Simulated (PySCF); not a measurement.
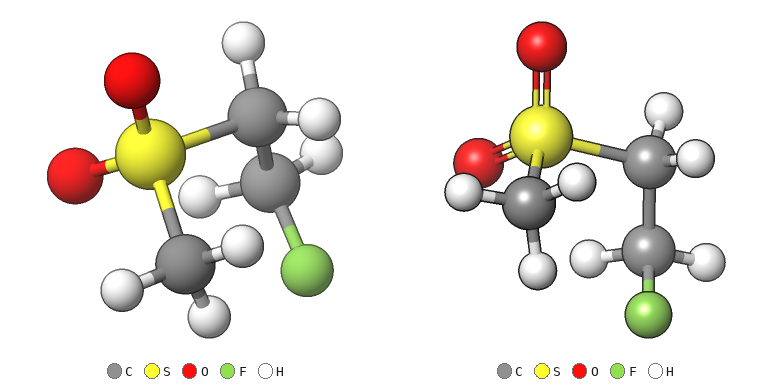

Two views of one molecule.

The computed structure is the end point of a GFN2-xTB optimisation. No frequency run is at hand to confirm it as a minimum.

Identify the structure.

The molecule is C₃H₇FO₂S. SMILES: `CS(=O)(=O)CCF`. It has no ring. Among its groups: sulfone, C–F bond. This geometry has C1 symmetry. Coordination: 3 C tetrahedral; 1 S tetrahedral.

More results for the same structure follow; atom numbers are the same in all pictures, views and colours differ.

## Excitation

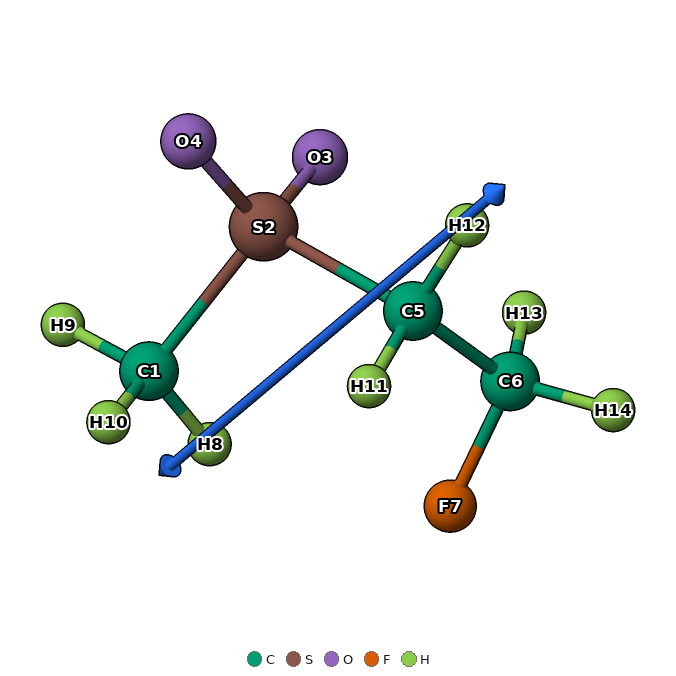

The double arrow shows the direction of the transition dipole to excited singlet state 1 (its length means nothing). No frequency run is at hand to confirm it as a minimum. Method: TDDFT PBE0/def2-SVPD, vertical, gas phase, core orbitals frozen in the response (PySCF 2.14.0).

Give its energy, strength and character.

Answer. 7.73 eV (160 nm), oscillator strength 0.016, mainly HOMO → LUMO (weight 0.85); transition dipole 0.75 D.

## Polarisability

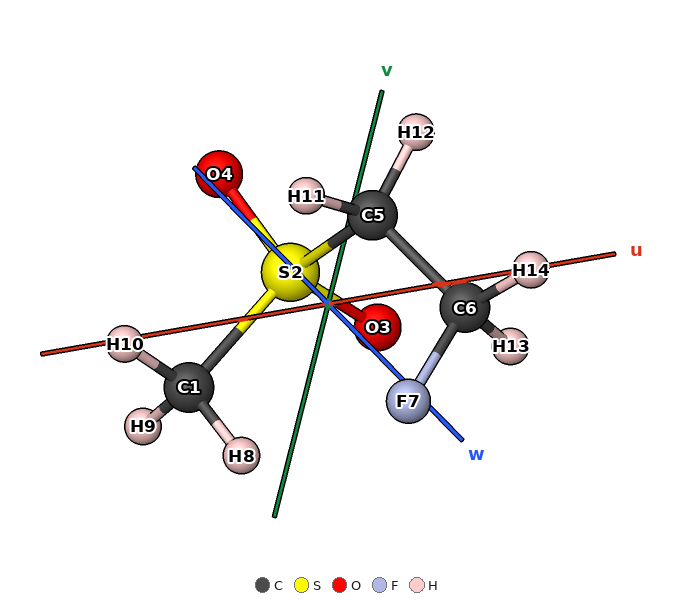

The lines u, v and w are the principal axes of the static dipole polarisability. No frequency run is at hand to confirm it as a minimum. Level of theory: PBE0/def2-SVPD (PySCF 2.14.0).

Along which axis is the molecule most polarisable, and along which least?

Answer. Most along u, least along w.

Give the three principal values.

Answer. u 70.5, v 63.8, w 59.0 bohr³; mean 64.4, anisotropy 10.0 bohr³.

## Quadrupole coupling

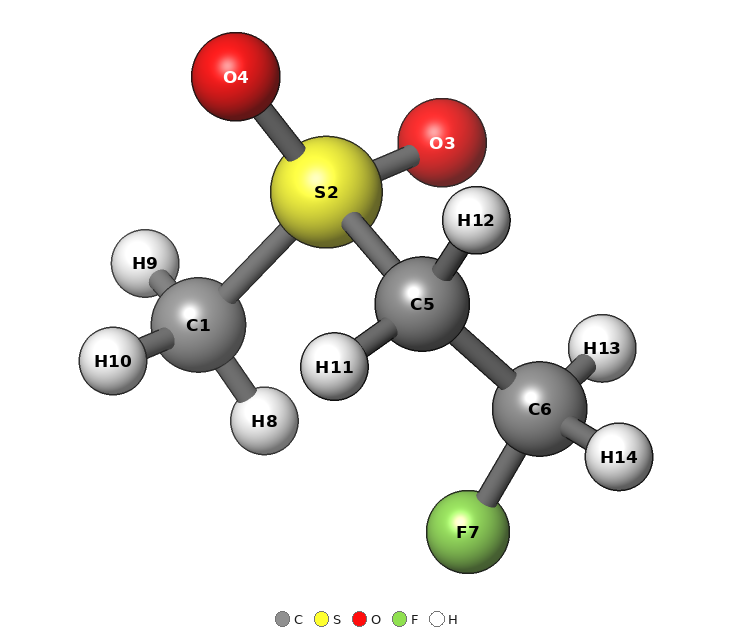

No frequency run is at hand to confirm it as a minimum. Electric field gradients from the ground-state density, PBE0/pcSseg-1 (PySCF 2.14.0), non-relativistic apart from any core potentials.

Give the largest field-gradient component, the quadrupole coupling constant and the asymmetry for 33S at S2 (Q = −67.81 mb), 17O at O3 (Q = −25.6 mb), 17O at O4 (Q = −25.6 mb), 2H at H8 (Q = 2.86 mb), 2H at H9 (Q = 2.86 mb), 2H at H10 (Q = 2.86 mb), 2H at H11 (Q = 2.86 mb).

```csv
atom,V_zz (a.u.),e²qQ/h (MHz),η
S2,−0.174,2.77,0.25
O3,1.317,−7.92,0.09
O4,1.348,−8.11,0.09
H8,0.314,0.211,0.05
H9,0.318,0.214,0.04
H10,0.319,0.215,0.05
H11,0.310,0.208,0.04
```
